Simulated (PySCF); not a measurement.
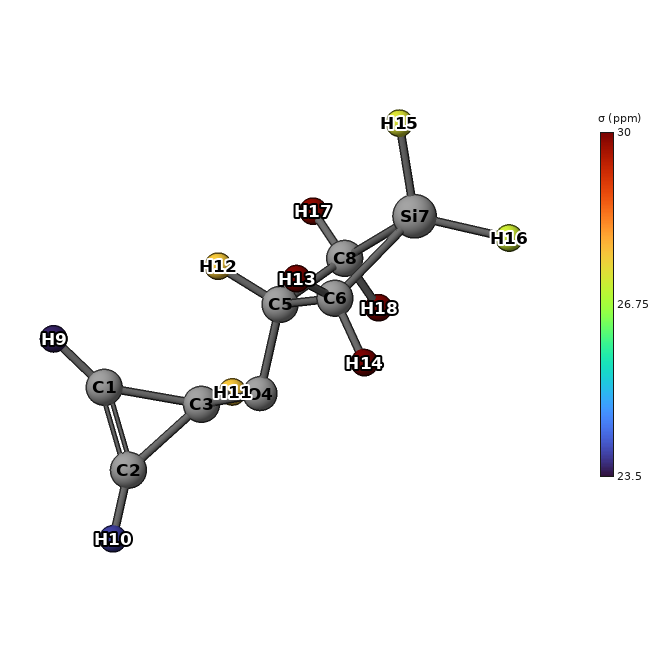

Atoms are coloured by their isotropic NMR shieldings (H only, the others grey). Computed geometry: GFN2-xTB optimisation. No frequency run is at hand to confirm it as a minimum. Properties computed with GIAO PBE0/pcSseg-1 NMR shielding, non-relativistic, gas phase (PySCF 2.14.0).

Which H atom is the most shielded (lowest chemical shift)?

H14 (29.98 ppm).

Which H atom is the least shielded (highest chemical shift)?

H9 (23.67 ppm).

How wide is the range of H shifts?

6.31 ppm.

Give the isotropic NMR shieldings of the H atoms atom by atom.

```tsv
atom	σ (ppm)
H9	23.67
H10	23.92
H11	27.71
H12	27.67
H13	29.95
H14	29.98
H15	27.33
H16	27.16
H17	29.82
H18	29.97
```

The geometry is semi-empirical. Around Si such bond lengths and angles can be off by a tenth of an ångström or more and by several degrees, and values that hang on the shape move with them.
